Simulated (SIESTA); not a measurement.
Band structure of Fe3Ge (Fm-3m, 4 atoms in the cell).

```yaml
crystal:
  lattice:
    - [0.00000, 2.81347, 2.81347]
    - [2.81347, 0.00000, 2.81347]
    - [2.81347, 2.81347, 0.00000]
  atoms:
    - { symbol: Fe, position: [0.50000, 0.50000, 0.50000], spin: 4.0 }
    - { symbol: Fe, position: [0.25000, 0.25000, 0.25000], spin: 4.0 }
    - { symbol: Fe, position: [0.75000, 0.75000, 0.75000], spin: 4.0 }
    - { symbol: Ge, position: [0.00000, 0.00000, 0.00000] }
```
(The spins are starting values, not results.)

Method: SIESTA with GGA PBEsol, numerical atomic orbitals DZP, PseudoDojo PBEsol standard norm-conserving potentials (rewritten from UPF to PSML).

Settings: XC.functional = GGA; XC.authors = PBEsol; potentials = PseudoDojo PBEsol standard; PAO.BasisSize = DZP; PAO.EnergyShift = 0.01 Ry; MeshCutoff = 400 Ry; kgrid.MonkhorstPack = 9 9 9; OccupationFunction = FD; ElectronicTemperature = 0.136 eV; Spin = polarized; DM.InitSpin = [1 +4.00, 2 +4.00, 3 +4.00, 4 +0.00]; MaxSCFIterations = 150; SCF.Mixer.Method = Pulay; SCF.Mixer.Weight = 0.1.

The starting cell comes from a database of computed structures (which also holds hypothetical and non-ambient phases and stackings), without a prior relaxation at this level. Its lattice was rescaled by a random factor within 2.5 % of one. The magnetic order is the one reached from the typed start; others were not searched systematically. Values carry the incompleteness of an atom-centred basis.

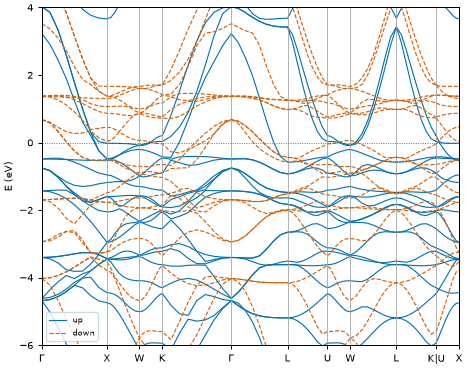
Figure: Bands along the path, energies from the Fermi level.

Levels in eV from the Fermi level, bands 31 to 36 of the first spin channel:
```tsv
point	31	32	33	34	35	36
Γ	-0.76	-0.49	-0.49	3.22	4.02	4.02
X	-1.19	-0.96	-0.54	-0.48	-0.48	-0.02
W	-1.30	-0.99	-0.99	-0.21	-0.08	-0.08
K	-1.41	-0.91	-0.46	-0.43	0.03	0.20
L	-1.48	-0.93	-0.93	-0.58	3.42	3.42
U	-1.41	-0.91	-0.46	-0.43	0.03	0.20
```

Bands cross the Fermi level along this path, so the cell is metallic at this level.

Higher empty bands are left out: an atom-centred basis made for the valence describes them poorly.

The net moment of the cell came out as 5.40 μB.
